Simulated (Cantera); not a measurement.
Input: 1 mol c-C4F8, 0.012 mol HCl, at 133 Pa.

These are equilibrium values from Cantera (NASA tables, ideal gas, pure condensed phases), not measurements of a reactor. Candidate condensed phases: C, C6H6, C7H8, C8H18; 135 gas species. Ions and electrons are included (thermal ionisation). The feed counts by its element totals alone. Rates play no part.

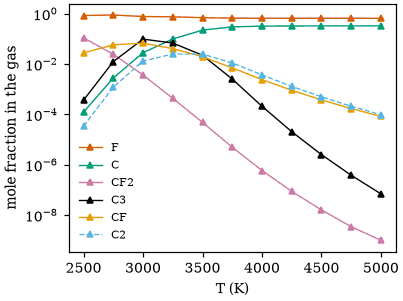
Figure: Equilibrium gas composition (values under 1e-9 drawn at 1e-9)

Question: Read off the mole fractions at 4250 K.

Answer: F about 0.67, C about 0.33, C2 about 0.0013, CF about 0.00092, C3 about 2.1e-5, CF2 about 8.8e-8.
